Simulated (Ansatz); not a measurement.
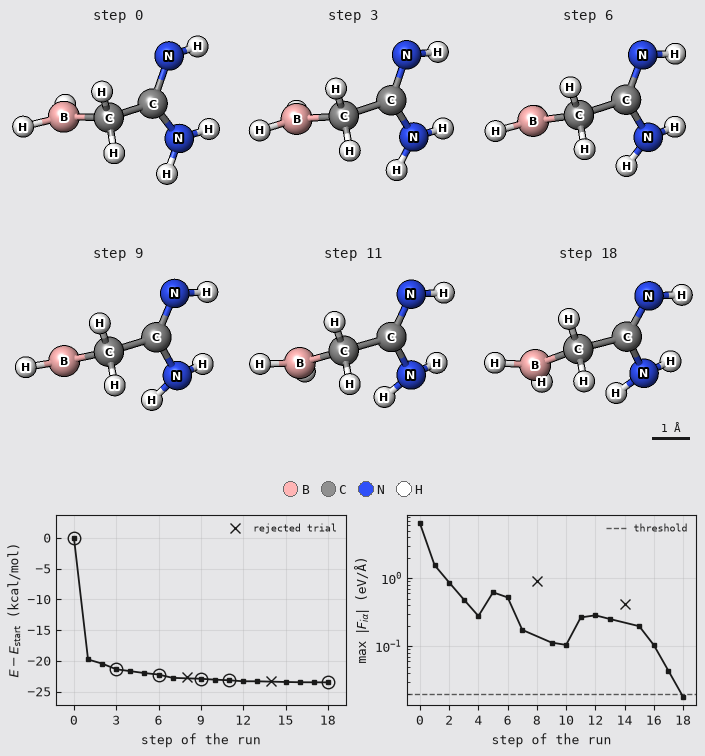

Frames of a relaxation of C2H7BN2, marked on the history of the run. The picture is a ball-and-stick view, seen at a tilt.

The run prepares the start of a later molecular dynamics calculation, from a guessed geometry.

The calculation used RKS LDA/STO-3G (Ansatz 0.2.0). (no spin polarisation; force threshold 0.02 eV/Å; at most 40 steps)

Describe the path.

Answer. Over 16 accepted moves (18 points after the start) the energy falls by 23.5 kcal/mol. The largest force component goes from 6.4 to 0.018 eV/Å. The line search rejected the trial steps at points 8, 14 of the run. The largest move after the best rigid fit is that of an H atom, 1.09 Å. By element the largest moves are H 1.09 Å, N 0.47 Å, B 0.29 Å, C 0.20 Å. Some distances before and after: H–N 0.986 → 1.081 Å, C–N 1.385 → 1.322 Å, C–H 1.154 → 1.105 Å, H–N 1.004 → 1.049 Å. Among the angles between lasting bonds that change: C–N–H 119.2° → 105.1°, H–N–H 120.9° → 111.8°, N–C–N 119.1° → 127.6°. Groups turn about C–C by about 30°, B–C by about 25°. From step 0 to 3: an H atom moves most (0.23 Å), energy −21.4 kcal/mol. From step 3 to 6: an H atom moves most (0.20 Å), energy −0.86 kcal/mol. From step 6 to 9: an H atom moves most (0.25 Å), energy −0.69 kcal/mol. From step 9 to 11: an H atom moves most (0.24 Å), energy −0.25 kcal/mol. From step 11 to 18: an H atom moves most (0.30 Å), energy −0.34 kcal/mol.

| step | E − E(0), kcal/mol | largest force component, eV/Å | note |
| --- | --- | --- | --- |
| 0 | 0.00 | 6.4194 |  |
| 1 | -19.78 | 1.5629 |  |
| 2 | -20.45 | 0.8679 |  |
| 3 | -21.37 | 0.4883 |  |
| 4 | -21.68 | 0.2790 |  |
| 5 | -21.99 | 0.6229 |  |
| 6 | -22.23 | 0.5240 |  |
| 7 | -22.77 | 0.1745 |  |
| 8 | -22.71 | 0.9219 | rejected |
| 9 | -22.92 | 0.1136 |  |
| 10 | -23.07 | 0.1050 |  |
| 11 | -23.16 | 0.2661 |  |
| 12 | -23.32 | 0.2860 |  |
| 13 | -23.33 | 0.2520 |  |
| 14 | -23.26 | 0.4125 | rejected |
| 15 | -23.44 | 0.1978 |  |
| 16 | -23.48 | 0.1042 |  |
| 17 | -23.49 | 0.0436 |  |
| 18 | -23.50 | 0.0181 |  |

Limits of the set-up: STO-3G is a minimal basis, so the numbers are rough.
